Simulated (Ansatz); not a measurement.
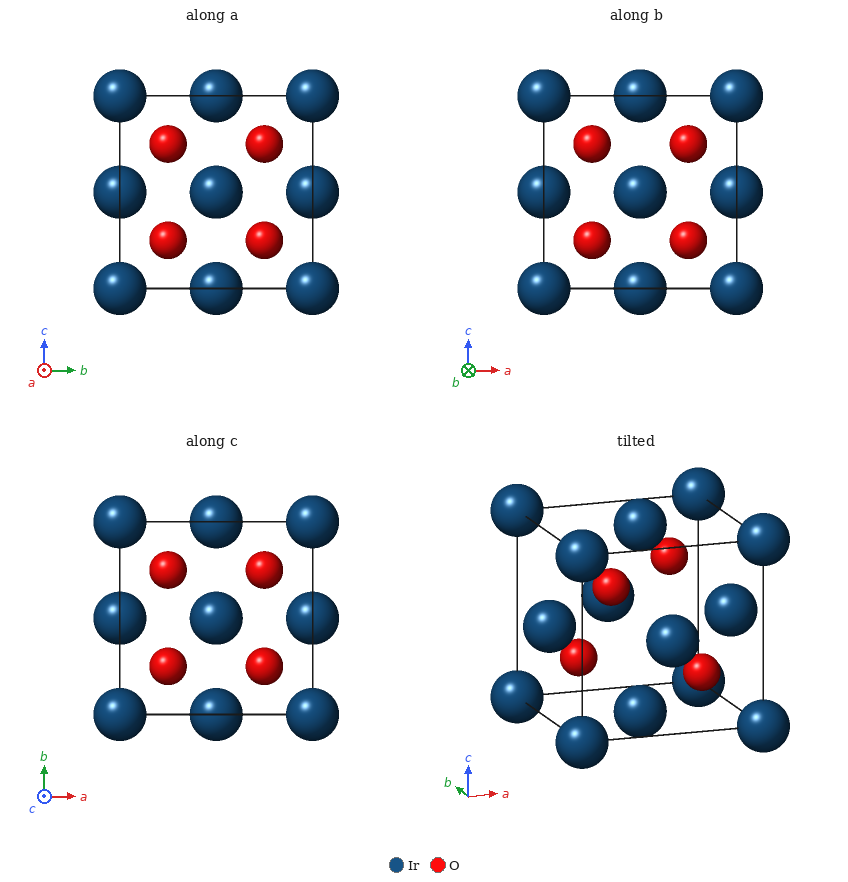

Crystal structure, spheres-only style, seen along the a axis, along the b axis, along the c axis and slightly off an axis. The lines enclose the conventional unit cell; boundary atoms appear with their images.

Lattice parameters: a = 4.769 Å, b = 4.769 Å, c = 4.769 Å, α = 90.00°, β = 90.00°, γ = 90.00°.

Question: Write down what is shown as a table of Wyckoff sites.

Answer: Space group F-43m (No. 216).
| atom | site | x | y | z |
| --- | --- | --- | --- | --- |
| Ir | 4a | 0.0000 | 0.0000 | 0.0000 |
| O | 4d | 0.2500 | 0.2500 | 0.7500 |

The initial geometry was a structure type filled with these elements by a generator (whether the compound takes this form wasn't checked). Earlier steps of the study, as a rule a relaxation of our own, may have changed the cell and positions, so they can lie some per cent off the listed ones. A calculation with Ansatz used it as input.
